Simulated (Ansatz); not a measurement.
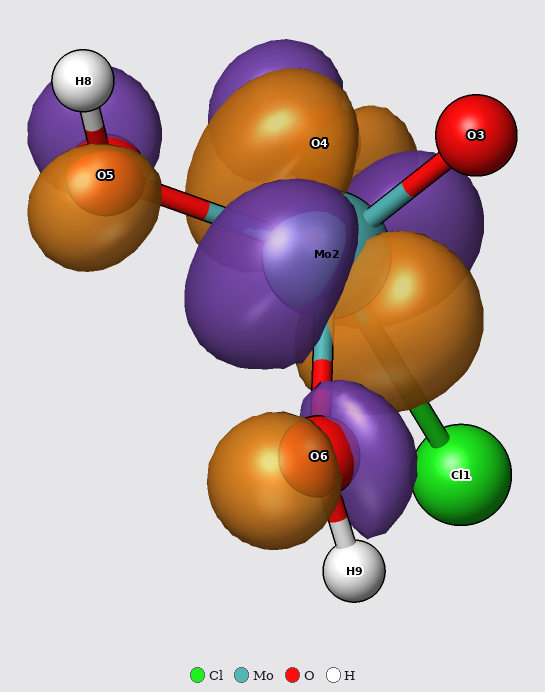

*ClH$_{3}$MoO$_{4}$ (SMILES [O]=[Mo]([OH])([OH])([OH])[Cl]). The LUMO at ±0.15 Å⁻³ᐟ² (orange and purple are the two phases), seen at an oblique angle.*

Geometry: PBE0-D4/def2-SVP; core potentials replace the inner electrons of Mo.

Computed with isolated molecule in a Gaussian basis; Kohn-Sham density functional theory, functional PBE0 (Ansatz 0.2.0).

The calculation's input:

```
crystal:
  periodic: [false, false, false]
  atoms:
    - {symbol: Cl, position_ang: [-2.656014, 2.641850, 0.971190]}
    - {symbol: Mo, position_ang: [-1.431005, 0.888802, -0.209507]}
    - {symbol: O, position_ang: [-2.422218, -0.342922, -0.681643]}
    - {symbol: O, position_ang: [-1.727277, 2.137563, -1.557344]}
    - {symbol: O, position_ang: [0.290320, 0.483175, -0.760045]}
    - {symbol: O, position_ang: [-1.123536, 0.451256, 1.573188]}
    - {symbol: H, position_ang: [-2.129611, 3.000150, -1.386546]}
    - {symbol: H, position_ang: [0.556662, -0.312637, -1.237721]}
    - {symbol: H, position_ang: [-1.417822, 1.012260, 2.303781]}
basis:
  gaussian: {orbitals: def2-SVPD}
hamiltonian: {xc: {name: PBE0}}
output: {forces: true, orbitals: {seedname: orbitals}}
```

Command:

```sh
ansatz run input.yaml --threads 2 --pin off --max-ram 5220MiB --events-out events.jsonl --progress --plain --runs-dir runs
```

**Describe this orbital and give its energy.**

Its weight (Hirshfeld) is mainly on Mo2 (about 60 %), O5 (about 10 %), O4 (about 10 %) and O6 (about 10 %). Its energy is −3.59 eV.
